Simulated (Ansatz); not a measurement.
**Energy against volume for Pt (fcc, Cu type)**

Pt (fcc, Cu type), conventional cell a = b = c = 3.9403 Å, α = β = γ = 90.00°. The calculation uses the primitive cell of 1 atom, to which meshes and values per cell refer.

E(V) scan at fixed shape, V₀ the volume above. Symmetry pins the atoms to their sites.

Method: r2SCAN (plane waves to 500 eV, PAW, scalar-relativistic; Ansatz, an electronic-structure program). k mesh 21×21×21 (Γ-centred), Fermi-Dirac smearing 0.05 eV. Energies are smeared free energies. Compression counts positive. Pt is run without spin polarisation. Pt was relaxed with its symmetry unable to fall. Spin-orbit coupling is left out, though Pt is heavy. The zero of ΔE is the relaxed starting cell.

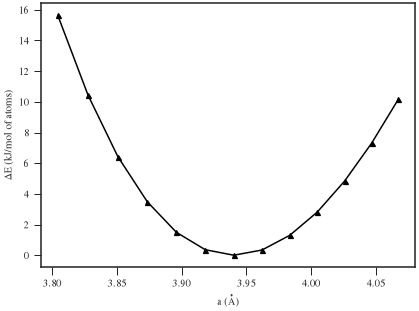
ΔE (kJ/mol of atoms) against a (Å); one marker a computed point.

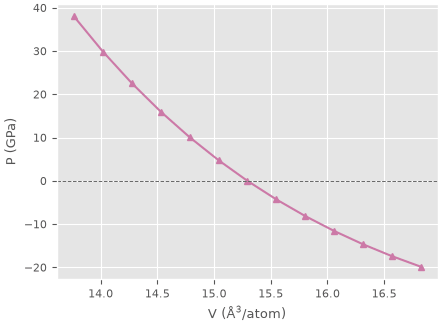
Figure. P (GPa) against V (Å³/atom); computed points joined by lines.

The energy cost of the largest expansion is 105 meV/atom and the pressure for 5 % compression (fit) comes out as 16.0 GPa. The pressure derivative B₀′ (fit) is 5.5. The pressure at the smallest volume comes out as 38.0 GPa. The energy cost of the largest compression comes out as 162 meV/atom.

P = (3B₀/2)(x⁷ − x⁵)[1 + ¾(B₀′ − 4)(x² − 1)] with x = (1/0.95)^(1/3), B₀ = 271 GPa and B₀′ = 5.46.

(A scan under strain: stresses follow from slopes of the energy per volume, elastic moduli from its curvatures.)
